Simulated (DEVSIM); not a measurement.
Device: abrupt CdTe p-n junction, at 350 K.

| layer (left to right) | material | thickness (μm) | Nd (cm⁻³) | Na (cm⁻³) | τn (s) | τp (s) |
|---|---|---|---|---|---|---|
| 1 | CdTe | 4.00 | - | 2.3e16 | 1.4e-9 | 1.4e-9 |
| 2 | CdTe | 2.10 | 2.1e14 | - | 1.4e-9 | 1.4e-9 |

Left contact: ohmic. Right contact: ohmic. Voltage is applied to the left contact. Recombination: SRH at mid-gap, radiative. Mobility is μmin + (μ − μmin)/(1 + (N/Nref)^α).

The device is made up for the run: typed textbook-type constants, with dimensions and the other settings drawn at random. Values at 300 K; Nc and Nv go as T^1.5, mobilities as T to minus their exponent, the gap by Varshni's rule with the affinity fixed.

```tsv
parameter	CdTe
gap (eV)	1.5
affinity (eV)	4.28
permittivity	10.2
Nc (cm⁻³)	8e17
Nv (cm⁻³)	1.8e19
μn (cm²/Vs)	1000
μp (cm²/Vs)	80
μn,min	100
μp,min	10
Nref,n	1e17
Nref,p	1e17
αn	0.6
αp	0.6
T exponent of μn	1.7
T exponent of μp	1.5
B (cm³/s)	1e-10
Varshni α (eV/K)	0.00031
Varshni β (K)	108
```

Model (solved in DEVSIM): 1D drift-diffusion, Boltzmann statistics, complete ionisation; no tunnelling, impact ionisation, image-force lowering or self-heating.

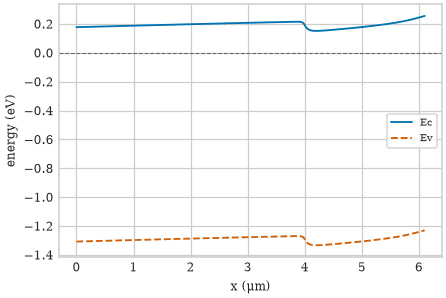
Fig. 1. Band edges at 1.1 V on the left contact

Energies count from the Fermi level of the right contact; mesh points crowd at the junctions.

```json
[
 {"x (μm)": "0.000", "Ec (eV)": "0.178", "Ev (eV)": "-1.308", "n (cm⁻³)": "< 1e2", "p (cm⁻³)": "2.3e16", "field (V/cm)": "100"},
 {"x (μm)": "0.02592", "Ec (eV)": "0.178", "Ev (eV)": "-1.308", "n (cm⁻³)": "1.0e12", "p (cm⁻³)": "2.3e16", "field (V/cm)": "100"},
 {"x (μm)": "0.07947", "Ec (eV)": "0.178", "Ev (eV)": "-1.307", "n (cm⁻³)": "3.1e12", "p (cm⁻³)": "2.3e16", "field (V/cm)": "100"},
 {"x (μm)": "0.1817", "Ec (eV)": "0.179", "Ev (eV)": "-1.306", "n (cm⁻³)": "7.0e12", "p (cm⁻³)": "2.3e16", "field (V/cm)": "100"},
 {"x (μm)": "0.5178", "Ec (eV)": "0.183", "Ev (eV)": "-1.302", "n (cm⁻³)": "1.9e13", "p (cm⁻³)": "2.3e16", "field (V/cm)": "100"},
 {"x (μm)": "1.096", "Ec (eV)": "0.189", "Ev (eV)": "-1.297", "n (cm⁻³)": "3.9e13", "p (cm⁻³)": "2.3e16", "field (V/cm)": "100"},
 {"x (μm)": "2.231", "Ec (eV)": "0.200", "Ev (eV)": "-1.285", "n (cm⁻³)": "8.5e13", "p (cm⁻³)": "2.3e16", "field (V/cm)": "98"},
 {"x (μm)": "3.343", "Ec (eV)": "0.211", "Ev (eV)": "-1.275", "n (cm⁻³)": "1.6e14", "p (cm⁻³)": "2.3e16", "field (V/cm)": "90"},
 {"x (μm)": "3.681", "Ec (eV)": "0.214", "Ev (eV)": "-1.272", "n (cm⁻³)": "1.9e14", "p (cm⁻³)": "2.3e16", "field (V/cm)": "86"},
 {"x (μm)": "3.858", "Ec (eV)": "0.215", "Ev (eV)": "-1.270", "n (cm⁻³)": "2.1e14", "p (cm⁻³)": "2.3e16", "field (V/cm)": "29"},
 {"x (μm)": "3.944", "Ec (eV)": "0.213", "Ev (eV)": "-1.273", "n (cm⁻³)": "2.4e14", "p (cm⁻³)": "2.1e16", "field (V/cm)": "-1200"},
 {"x (μm)": "3.994", "Ec (eV)": "0.196", "Ev (eV)": "-1.289", "n (cm⁻³)": "4.3e14", "p (cm⁻³)": "1.2e16", "field (V/cm)": "-6800"},
 {"x (μm)": "4.015", "Ec (eV)": "0.181", "Ev (eV)": "-1.304", "n (cm⁻³)": "7.2e14", "p (cm⁻³)": "7.0e15", "field (V/cm)": "-5900"},
 {"x (μm)": "4.057", "Ec (eV)": "0.164", "Ev (eV)": "-1.321", "n (cm⁻³)": "1.3e15", "p (cm⁻³)": "3.9e15", "field (V/cm)": "-2700"},
 {"x (μm)": "4.179", "Ec (eV)": "0.152", "Ev (eV)": "-1.334", "n (cm⁻³)": "1.9e15", "p (cm⁻³)": "2.1e15", "field (V/cm)": "-120"},
 {"x (μm)": "4.392", "Ec (eV)": "0.156", "Ev (eV)": "-1.329", "n (cm⁻³)": "1.7e15", "p (cm⁻³)": "1.5e15", "field (V/cm)": "320"},
 {"x (μm)": "4.830", "Ec (eV)": "0.171", "Ev (eV)": "-1.314", "n (cm⁻³)": "1.1e15", "p (cm⁻³)": "9.3e14", "field (V/cm)": "390"},
 {"x (μm)": "5.459", "Ec (eV)": "0.200", "Ev (eV)": "-1.285", "n (cm⁻³)": "5.9e14", "p (cm⁻³)": "4.1e14", "field (V/cm)": "580"},
 {"x (μm)": "5.869", "Ec (eV)": "0.231", "Ev (eV)": "-1.254", "n (cm⁻³)": "3.2e14", "p (cm⁻³)": "1.8e14", "field (V/cm)": "950"},
 {"x (μm)": "5.995", "Ec (eV)": "0.244", "Ev (eV)": "-1.242", "n (cm⁻³)": "2.5e14", "p (cm⁻³)": "9.4e13", "field (V/cm)": "1100"},
 {"x (μm)": "6.061", "Ec (eV)": "0.251", "Ev (eV)": "-1.234", "n (cm⁻³)": "2.2e14", "p (cm⁻³)": "3.9e13", "field (V/cm)": "1100"},
 {"x (μm)": "6.100", "Ec (eV)": "0.256", "Ev (eV)": "-1.230", "n (cm⁻³)": "2.1e14", "p (cm⁻³)": "< 1e2", "field (V/cm)": "1100"}
]
```
